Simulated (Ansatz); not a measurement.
System: C$_{4}$H$_{2}$AlF.

Input file:

```
crystal:
  periodic: [false, false, false]
  atoms:
    - {symbol: F, position_ang: [-1.616113, -2.168190, -1.494580]}
    - {symbol: Al, position_ang: [-0.161014, -1.828940, -0.800855]}
    - {symbol: C, position_ang: [0.829536, 0.755293, 0.611332]}
    - {symbol: C, position_ang: [0.066831, -0.126898, -0.034481]}
    - {symbol: C, position_ang: [-0.601665, 1.209656, 0.243725]}
    - {symbol: C, position_ang: [0.206065, 2.032736, 0.882462]}
    - {symbol: H, position_ang: [0.972808, -2.912708, -0.798746]}
    - {symbol: H, position_ang: [0.395752, 2.981952, 1.335342]}
basis:
  gaussian: {orbitals: def2-TZVPP}
hamiltonian: {xc: pbe0, dispersion: d4}
output: {orbitals: {seedname: orbitals}}
```

Command:

```sh
ansatz run in.yaml --threads 2 --pin off --events-out ev --progress --plain --max-ram 4352MiB
```

Geometry: PBE0-D4/def2-TZVP.

Theory: RKS PBE0-D4/def2-TZVPP in Ansatz.

> Predict the electron density and electron localisation function between the atoms.

C–C (1.32 Å): the density is about 2.3 e/Å³ at the midpoint; the ELF peaks at about 0.85 between the atoms (a multiple bond).
Al–F (1.65 Å): the density is about 0.91 e/Å³ at the midpoint; the ELF peaks at about 0.85 in the valence shell of F, 0.6 Å from its nucleus, and is about 0.35 at the midpoint.
C–Al (1.88 Å): the density is about 0.76 e/Å³ at the midpoint; the ELF peaks at about 0.95 between the atoms; a polar covalent bond.
C–H (1.07 Å): the density is about 2.1 e/Å³ at the midpoint; the ELF climbs to about 1 towards the hydrogen, as it does in any bond to H (a covalent bond by its length).

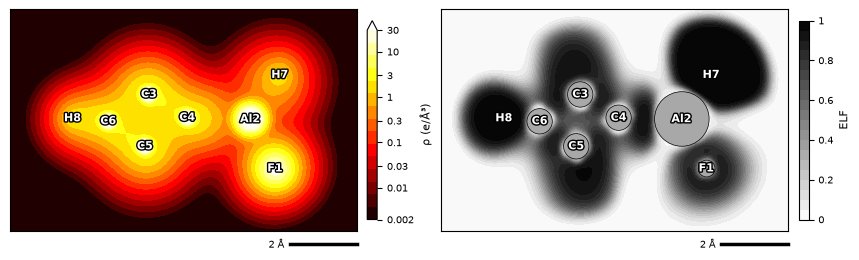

Computed electron density and electron localisation function on the molecular plane, in this order. Grey discs cover the atomic cores in the ELF map. 
